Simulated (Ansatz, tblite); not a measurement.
# AsAsAsAs tetrahedron (As₄): removing and adding an electron

Aim: the energy of removing and adding an electron for AsAsAsAs tetrahedron (As₄), by energy differences, and how well orbital energies stand in for it.

Method: as each input shows; program: Ansatz 0.2.0, Gaussian basis.

The runs, in order: charge +1 doublet, at the geometry of the singlet (PBE0-D4/def2-TZVP, PBE-D4/def2-TZVP, r2SCAN-D4/def2-TZVP, CCSD(T)/def2-SVP); charge -1 doublet, at the geometry of the singlet (PBE0-D4/def2-TZVPD, PBE-D4/def2-TZVPD, r2SCAN-D4/def2-TZVPD); the starting singlet's energies come from earlier runs.

## (1) The relaxed structure

The singlet was relaxed beforehand with PBE-D4/def2-SVP.

4 atoms, charge 0, spin multiplicity 1.

Atoms are counted from 1 here; the program's logs count them from 0.

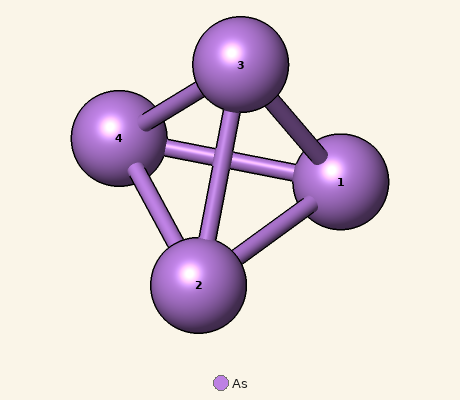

The geometry (arsenic purple); atoms are numbered from 1 in the order of the file.

## (2) Charge +1 doublet at the fixed geometry, first pass, PBE0-D4/def2-SVP

Contents of in.yaml:

```yaml
crystal:
  periodic: [false, false, false]
  atoms:
    - {symbol: As, position_ang: [1.412639, 0.036887, 0.527116]}
    - {symbol: As, position_ang: [-0.960784, 0.336613, 1.112803]}
    - {symbol: As, position_ang: [-0.147611, 1.006686, -1.113342]}
    - {symbol: As, position_ang: [-0.304235, -1.380176, -0.526567]}
basis:
  gaussian: {orbitals: def2-SVP}
total_charge: 1
magnetization: {spin_polarized: true, initial_magnetization: 1}
hamiltonian: {xc: pbe0, dispersion: d4}
output: {orbitals: {seedname: orbitals}}
```

Run with:

```
$ ansatz run in.yaml --threads 4 --pin off --events-out ev --progress --plain --max-ram 3916MiB
```

What it wrote:

```text
Functional definition: PBE0
  name "PBE0"
  cite "Adamo & Barone, J. Chem. Phys. 110, 6158 (1999) doi:10.1063/1.478522"
  cite "Perdew, Burke & Ernzerhof, Phys. Rev. Lett. 77, 3865 (1996) doi:10.1103/PhysRevLett.77.3865"
  parent pbe
  parameter a = 0.25
  parameter kappa = 0.804
  parameter beta = 0.06672455060314922
  exchange = (1 - a)*pbe_x(kappa = kappa, mu = beta*pi^2/3) + a*exact_x
  correlation = pbe_c(beta = beta)
1261 factors; integrals over basis functions are off by at most 6.8e-4 eV
mean field evaluation 1: about -243298.9821 eV, gradient 1.2e1 eV
mean field evaluation 2: about -243299.0434 eV, gradient 1.2e1 eV
mean field evaluation 4: about -243299.9069 eV, gradient 3.6e-1 eV
mean field evaluation 8: about -243299.9107 eV, gradient 1.5e-2 eV
mean field evaluation 16: about -243299.9107 eV, gradient 3.8e-3 eV
mean field evaluation 32: about -243299.9090 eV, gradient 7.8e-4 eV
mean field evaluation 64: about -243299.9108 eV, gradient 3.7e-6 eV
mean field -243299.91080896 eV, -8941.1068076267 hartree, gradient 3.7e-6 eV, S^2 0.756100; 5 other end points of the search recorded, 0 dependent functions left out
reference -243299.91083147 eV, -8941.1068084539 hartree; 66, 65 occupied and 62, 63 virtual orbitals, 1261 factors
Total energy: -243300.12456560 eV, -8941.1146630381 hartree
```

Run time: 31 s. Hardware: 4 threads of Arm Neoverse V2, shared host; peak memory 0.8 GiB.

From the report: HOMO -12.47 eV, LUMO -10.82 eV (over both spins); ⟨S²⟩ 0.756 (pure: 0.75); the next solution that the search met lies 0.002 eV higher.

## (3) Charge +1 doublet at the fixed geometry, PBE0-D4/def2-TZVP

start.molden holds the orbitals of an earlier run on this state, given as this run's starting guess.

Edit in.yaml of step 2 so:

```diff
@@ -8,3 +8,3 @@
 basis:
-  gaussian: {orbitals: def2-SVP}
+  gaussian: {orbitals: def2-TZVP, initial_orbitals: start.molden}
 total_charge: 1
@@ -12,2 +12,3 @@
 hamiltonian: {xc: pbe0, dispersion: d4}
+scf: {omitted_lower_state_checks: [starts]}
 output: {orbitals: {seedname: orbitals}}
```

Same command.

What it wrote, cut to the lines that bear on the results:

```text
Functional definition: PBE0
  name "PBE0"
  cite "Adamo & Barone, J. Chem. Phys. 110, 6158 (1999) doi:10.1063/1.478522"
  cite "Perdew, Burke & Ernzerhof, Phys. Rev. Lett. 77, 3865 (1996) doi:10.1103/PhysRevLett.77.3865"
  parent pbe
[...]
1314 factors; integrals over basis functions are off by at most 2.6e-4 eV
[...]
mean field -243330.16269810 eV, -8942.2185440472 hartree, gradient 3.0e-6 eV, S^2 0.757101; 0 other end points of the search recorded, 0 dependent functions left out
reference -243330.16271984 eV, -8942.2185448461 hartree; 66, 65 occupied and 126, 127 virtual orbitals, 1314 factors
Total energy: -243330.37645397 eV, -8942.2263994304 hartree
Checks for a lower state left out: starts
```

Run time: 19 s. Hardware: 4 threads of Arm Neoverse V2, shared host; peak memory 1 GiB.

From the report: HOMO -12.36 eV, LUMO -10.67 eV (over both spins); ⟨S²⟩ 0.757 (pure: 0.75).

## (4) Charge +1 doublet at the fixed geometry, PBE-D4/def2-TZVP

Edit in.yaml of step 3 so:

```diff
@@ -11,3 +11,3 @@
 magnetization: {spin_polarized: true, initial_magnetization: 1}
-hamiltonian: {xc: pbe0, dispersion: d4}
+hamiltonian: {xc: pbe, dispersion: d4}
 scf: {omitted_lower_state_checks: [starts]}
```

The command is unchanged.

What it wrote:

```text
Functional definition: PBE
  name "PBE"
  cite "Perdew, Burke & Ernzerhof, Phys. Rev. Lett. 77, 3865 (1996) doi:10.1103/PhysRevLett.77.3865"
  parent pbe
  parameter kappa = 0.804
  parameter beta = 0.06672455060314922
  exchange = pbe_x(kappa = kappa, mu = beta*pi^2/3)
  correlation = pbe_c(beta = beta)
these checks for a lower state are left out or cut short: starts
1492 factors; their error is unknown
mean field evaluation 1: about -243323.5315 eV, gradient 1.1e1 eV
mean field evaluation 2: about -243323.6930 eV, gradient 2.2e-1 eV
mean field evaluation 4: about -243323.6794 eV, gradient 1.3e-1 eV
mean field evaluation 8: about -243323.6794 eV, gradient 2.2e-5 eV
mean field -243323.67938506 eV, -8941.9802866872 hartree, gradient 7.3e-6 eV, S^2 0.752821; 0 other end points of the search recorded, 0 dependent functions left out
reference -243323.67941400 eV, -8941.9802877507 hartree; 66, 65 occupied and 126, 127 virtual orbitals, 1492 factors
Total energy: -243323.93359362 eV, -8941.9896286798 hartree
Checks for a lower state left out: starts
```

It took 13 s on 4 threads of Arm Neoverse V2, shared host; peak memory 0.63 GiB.

From the report: HOMO -11.42 eV, LUMO -11.37 eV (over both spins); ⟨S²⟩ 0.753 (pure: 0.75).

## (5) Charge +1 doublet at the fixed geometry, r2SCAN-D4/def2-TZVP

Edit in.yaml of step 4 so:

```diff
@@ -11,3 +11,3 @@
 magnetization: {spin_polarized: true, initial_magnetization: 1}
-hamiltonian: {xc: pbe, dispersion: d4}
+hamiltonian: {xc: r2scan, dispersion: d4}
 scf: {omitted_lower_state_checks: [starts]}
```

Same command.

What it wrote:

```text
Functional definition: r2SCAN
  name "r2SCAN"
  cite "Furness, Kaplan, Ning, Perdew & Sun, J. Phys. Chem. Lett. 11, 8208 (2020) doi:10.1021/acs.jpclett.0c02405"
  cite "Furness, Kaplan, Ning, Perdew & Sun, J. Phys. Chem. Lett. 11, 9248 (2020) doi:10.1021/acs.jpclett.0c03077"
  parent r2scan
  parameter k0 = 0.174
  parameter k1 = 0.065
  parameter a1 = 4.9479
  exchange = r2scan_x(k0 = k0, k1 = k1, a1 = a1)
  correlation = r2scan_c
these checks for a lower state are left out or cut short: starts
1492 factors; their error is unknown
mean field evaluation 1: about -243358.6331 eV, gradient 8.2e0 eV
mean field evaluation 2: about -243358.7155 eV, gradient 1.2e-1 eV
mean field evaluation 4: about -243358.7019 eV, gradient 3.4e-4 eV
mean field evaluation 8: about -243358.7019 eV, gradient 7.3e-6 eV
mean field -243358.70191682 eV, -8943.2673409903 hartree, gradient 5.1e-6 eV, S^2 0.758773; 0 other end points of the search recorded, 0 dependent functions left out
reference -243358.70192706 eV, -8943.2673413668 hartree; 66, 65 occupied and 126, 127 virtual orbitals, 1492 factors
Total energy: -243358.74664576 eV, -8943.2689847488 hartree
Checks for a lower state left out: starts
```

Run time: 35 s. Hardware: 4 threads of Arm Neoverse V2, shared host; peak memory 0.7 GiB.

From the report: HOMO -11.71 eV, LUMO -11.37 eV (over both spins); ⟨S²⟩ 0.759 (pure: 0.75).

## (6) Charge +1 doublet at the fixed geometry, CCSD(T)/def2-SVP

Edit in.yaml of step 5 so:

```diff
@@ -8,7 +8,7 @@
 basis:
-  gaussian: {orbitals: def2-TZVP, initial_orbitals: start.molden}
+  gaussian: {orbitals: def2-SVP, initial_orbitals: start.molden}
 total_charge: 1
 magnetization: {spin_polarized: true, initial_magnetization: 1}
-hamiltonian: {xc: r2scan, dispersion: d4}
-scf: {omitted_lower_state_checks: [starts]}
+correlation: {method: ccsd_t}
+scf: {omitted_lower_state_checks: [starts, cluster_reference]}
 output: {orbitals: {seedname: orbitals}}
```

Launched as before.

What it wrote, cut to the lines that bear on the results:

```text
Functional definition: HF
  name "HF"
  cite "Fock, Z. Phys. 61, 126 (1930) doi:10.1007/BF01340294"
  parent pbe
[...]
1261 factors; integrals over basis functions are off by at most 6.8e-4 eV
[...]
mean field -243146.35004625 eV, -8935.4635536842 hartree, gradient 1.4e-9 eV, S^2 0.785996; 0 other end points of the search recorded, 0 dependent functions left out
36 core orbitals not correlated: weight in the atoms' cores, before any rotation towards them, 1.000 or more for the frozen orbitals, at most 0.000 for the correlated occupied ones
reference -243146.35004625 eV, -8935.4635536842 hartree; 30, 29 occupied and 62, 63 virtual orbitals, 1261 factors
second order -24.52757106 eV of doubles, -0.00000000 eV of singles
cycle   1  -22.97833871 eV  change     1.5e0 eV  update   1.5e-1
[...]
cycle  11  -23.95318429 eV  change   -6.2e-5 eV  update   2.7e-5
perturbative correction -1.10555762 eV, -0.0406284930 hartree
Total energy: -243171.40878815 eV, -8936.3844454636 hartree
Checks for a lower state left out: starts, cluster_reference
```

Wall time 32 s (4 threads of Arm Neoverse V2, shared host); peak memory 1.2 GiB.

Report: Hartree-Fock HOMO -14.38 eV, LUMO -7.58 eV (over both spins); ⟨S²⟩ 0.786 (pure: 0.75); T1 0.014.

## (7) Vertical ionisation energy

Charged state less starting state, singlet to doublet; the starting state's energies are those of its earlier runs.

Differences are taken before rounding.

| method | vertical ionisation energy (eV) | from CCSD(T)/def2-SVP (eV) | time |
| --- | --- | --- | --- |
| HF/def2-SVP | 8.21 | -0.52 |  |
| PBE-D4/def2-TZVP | 8.69 | -0.05 | 15 s |
| r2SCAN-D4/def2-TZVP | 8.85 | +0.11 | 42 s |
| PBE0-D4/def2-TZVP | 8.81 | +0.08 | 24 s |
| MP2/def2-SVP | 8.89 | +0.16 |  |
| CCSD/def2-SVP | 8.74 | 0.00 |  |
| CCSD(T)/def2-SVP | 8.74 | 0 | 38 s |

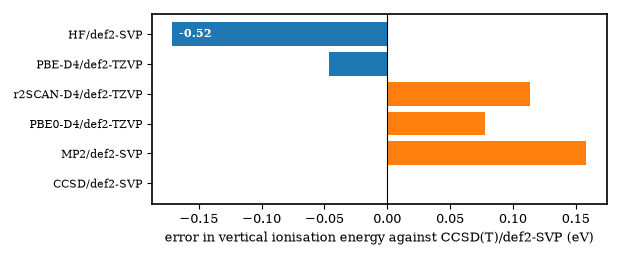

How far each level lands from CCSD(T)/def2-SVP. Bars with a number in them are cut short.

Times add the two runs; a level without a time comes out of a correlated run.

Beside −ε(HOMO) of the starting state:

```
              level  −ε(HOMO) (eV)  by difference (eV)  mismatch (eV)
   PBE-D4/def2-TZVP           6.00                8.69          -2.69
r2SCAN-D4/def2-TZVP           6.30                8.85          -2.55
  PBE0-D4/def2-TZVP           6.94                8.81          -1.87
```

## (8) Charge -1 doublet at the fixed geometry, first pass, PBE0-D4/def2-SVP

Edit in.yaml of step 6 so:

```diff
@@ -8,7 +8,6 @@
 basis:
-  gaussian: {orbitals: def2-SVP, initial_orbitals: start.molden}
-total_charge: 1
+  gaussian: {orbitals: def2-SVP}
+total_charge: -1
 magnetization: {spin_polarized: true, initial_magnetization: 1}
-correlation: {method: ccsd_t}
-scf: {omitted_lower_state_checks: [starts, cluster_reference]}
+hamiltonian: {xc: pbe0, dispersion: d4}
 output: {orbitals: {seedname: orbitals}}
```

The command is unchanged.

What it wrote, cut to the lines that bear on the results:

```text
Functional definition: PBE0
  name "PBE0"
  cite "Adamo & Barone, J. Chem. Phys. 110, 6158 (1999) doi:10.1063/1.478522"
  cite "Perdew, Burke & Ernzerhof, Phys. Rev. Lett. 77, 3865 (1996) doi:10.1103/PhysRevLett.77.3865"
  parent pbe
[...]
1261 factors; integrals over basis functions are off by at most 6.8e-4 eV
[...]
mean field -243308.12706203 eV, -8941.4087493579 hartree, gradient 3.5e-6 eV, S^2 0.764275; 6 other end points of the search recorded, 0 dependent functions left out
reference -243308.12708022 eV, -8941.4087500261 hartree; 67, 66 occupied and 61, 62 virtual orbitals, 1261 factors
Total energy: -243308.35577395 eV, -8941.4171543659 hartree
```

Run time: 1.8 min. Hardware: 4 threads of Arm Neoverse V2, shared host; peak memory 0.88 GiB.

Report: HOMO 2.50 eV, LUMO 3.94 eV (over both spins); ⟨S²⟩ 0.764 (pure: 0.75); the next solution that the search met lies 0.003 eV higher. Doubts: highest occupied level lies above zero.

## (9) Charge -1 doublet at the fixed geometry, PBE0-D4/def2-TZVPD

Edit in.yaml of step 8 so:

```diff
@@ -8,3 +8,3 @@
 basis:
-  gaussian: {orbitals: def2-SVP}
+  gaussian: {orbitals: def2-TZVPD, initial_orbitals: start.molden}
 total_charge: -1
@@ -12,2 +12,3 @@
 hamiltonian: {xc: pbe0, dispersion: d4}
+scf: {omitted_lower_state_checks: [starts]}
 output: {orbitals: {seedname: orbitals}}
```

The command is unchanged.

What it wrote, cut to the lines that bear on the results:

```text
Functional definition: PBE0
  name "PBE0"
  cite "Adamo & Barone, J. Chem. Phys. 110, 6158 (1999) doi:10.1063/1.478522"
  cite "Perdew, Burke & Ernzerhof, Phys. Rev. Lett. 77, 3865 (1996) doi:10.1103/PhysRevLett.77.3865"
  parent pbe
[...]
1382 factors; integrals over basis functions are off by at most 5.6e-4 eV
[...]
mean field -243338.62931092 eV, -8942.5296863291 hartree, gradient 7.9e-7 eV, S^2 0.755728; 0 other end points of the search recorded, 0 dependent functions left out
reference -243338.62933866 eV, -8942.5296873487 hartree; 67, 66 occupied and 149, 150 virtual orbitals, 1382 factors
Total energy: -243338.85803240 eV, -8942.5380916885 hartree
Checks for a lower state left out: starts
```

Run time: 74 s. Hardware: 4 threads of Arm Neoverse V2, shared host; peak memory 1.2 GiB.

From the report: HOMO 1.80 eV, LUMO 2.96 eV (over both spins); ⟨S²⟩ 0.756 (pure: 0.75). Doubts: highest occupied level lies above zero.

## (10) Charge -1 doublet at the fixed geometry, PBE-D4/def2-TZVPD

Edit in.yaml of step 9 so:

```diff
@@ -11,3 +11,3 @@
 magnetization: {spin_polarized: true, initial_magnetization: 1}
-hamiltonian: {xc: pbe0, dispersion: d4}
+hamiltonian: {xc: pbe, dispersion: d4}
 scf: {omitted_lower_state_checks: [starts]}
```

The command is unchanged.

What it wrote:

```text
Functional definition: PBE
  name "PBE"
  cite "Perdew, Burke & Ernzerhof, Phys. Rev. Lett. 77, 3865 (1996) doi:10.1103/PhysRevLett.77.3865"
  parent pbe
  parameter kappa = 0.804
  parameter beta = 0.06672455060314922
  exchange = pbe_x(kappa = kappa, mu = beta*pi^2/3)
  correlation = pbe_c(beta = beta)
these checks for a lower state are left out or cut short: starts
1628 factors; their error is unknown
mean field evaluation 1: about -243331.8857 eV, gradient 1.1e1 eV
mean field evaluation 2: about -243332.0546 eV, gradient 2.7e-1 eV
mean field evaluation 4: about -243332.1098 eV, gradient 4.8e-2 eV
mean field evaluation 8: about -243332.0870 eV, gradient 1.2e-3 eV
mean field evaluation 16: about -243332.0913 eV, gradient 4.2e-2 eV
mean field evaluation 32: about -243332.0957 eV, gradient 1.1e-5 eV
mean field -243332.09571304 eV, -8942.2895810359 hartree, gradient 8.0e-6 eV, S^2 0.751582; 1 other end points of the search recorded, 0 dependent functions left out
reference -243332.09574947 eV, -8942.2895823745 hartree; 67, 66 occupied and 149, 150 virtual orbitals, 1628 factors
Total energy: -243332.36771984 eV, -8942.2995771015 hartree
Checks for a lower state left out: starts
```

It took 39 s on 4 threads of Arm Neoverse V2, shared host; peak memory 0.84 GiB.

From the report: HOMO 2.18 eV, LUMO 2.27 eV (over both spins); ⟨S²⟩ 0.752 (pure: 0.75); the next solution that the search met lies 0.009 eV higher. Doubts: highest occupied level lies above zero.

## (11) Charge -1 doublet at the fixed geometry, r2SCAN-D4/def2-TZVPD

Edit in.yaml of step 10 so:

```diff
@@ -11,3 +11,3 @@
 magnetization: {spin_polarized: true, initial_magnetization: 1}
-hamiltonian: {xc: pbe, dispersion: d4}
+hamiltonian: {xc: r2scan, dispersion: d4}
 scf: {omitted_lower_state_checks: [starts]}
```

Same command.

What it wrote, cut to the lines that bear on the results:

```text
Functional definition: r2SCAN
  name "r2SCAN"
  cite "Furness, Kaplan, Ning, Perdew & Sun, J. Phys. Chem. Lett. 11, 8208 (2020) doi:10.1021/acs.jpclett.0c02405"
  cite "Furness, Kaplan, Ning, Perdew & Sun, J. Phys. Chem. Lett. 11, 9248 (2020) doi:10.1021/acs.jpclett.0c03077"
  parent r2scan
[...]
1628 factors; their error is unknown
[...]
mean field -243367.23788098 eV, -8943.5810318876 hartree, gradient 5.1e-6 eV, S^2 0.757816; 1 other end points of the search recorded, 0 dependent functions left out
reference -243367.23789692 eV, -8943.5810324734 hartree; 67, 66 occupied and 149, 150 virtual orbitals, 1628 factors
Total energy: -243367.28574551 eV, -8943.5827908763 hartree
Checks for a lower state left out: starts
```

It took 3 min on 4 threads of Arm Neoverse V2, shared host; peak memory 1 GiB.

HOMO 2.21 eV, LUMO 2.44 eV (over both spins); ⟨S²⟩ 0.758 (pure: 0.75); the next solution that the search met lies 0.002 eV higher. Doubts: highest occupied level lies above zero.

## (12) Vertical electron affinity

Starting state less charged state (positive: the electron is bound), singlet to doublet; the starting state's energies are those of its earlier runs.

```csv
level,vertical electron affinity (eV),time
PBE-D4/def2-TZVPD,-0.30,42 s
r2SCAN-D4/def2-TZVPD,-0.34,3.1 min
PBE0-D4/def2-TZVPD,-0.36,82 s
```

Times add the two runs; a level without a time comes out of a correlated run.

Beside −ε(LUMO) of the starting state:

```
               level  −ε(LUMO) (eV)  by difference (eV)  mismatch (eV)
   PBE-D4/def2-TZVPD           1.90               -0.30          +2.20
r2SCAN-D4/def2-TZVPD           1.84               -0.34          +2.19
  PBE0-D4/def2-TZVPD           1.20               -0.36          +1.57
```

## (13) Outcome

| quantity | value |
| --- | --- |
| vertical ionisation energy, functionals in def2-TZVP | 8.69 (PBE-D4) to 8.85 eV (r2SCAN-D4) |
| vertical ionisation energy, CCSD(T)/def2-SVP | 8.74 eV |
| vertical electron affinity, functionals in def2-TZVPD | -0.36 (PBE0-D4) to -0.30 eV (PBE-D4) |

In words: The vertical ionisation energy spans 8.69 to 8.85 eV over the functionals, beside 8.74 eV from CCSD(T)/def2-SVP. −ε(HOMO) misses the level's own difference by -1.87 eV at best (PBE0-D4) and -2.69 eV at worst (PBE-D4). The yardstick is in a double-zeta basis, so levels in larger sets aren't compared like for like. CCSD(T)/def2-SVP isn't at the basis-set limit; small misses against it rank nothing. The vertical electron affinity spans -0.36 to -0.30 eV over the functionals. A negative affinity means an unbound electron, held by the basis alone. −ε(LUMO) misses the level's own difference by +1.57 eV at best (PBE0-D4) and +2.20 eV at worst (PBE-D4).
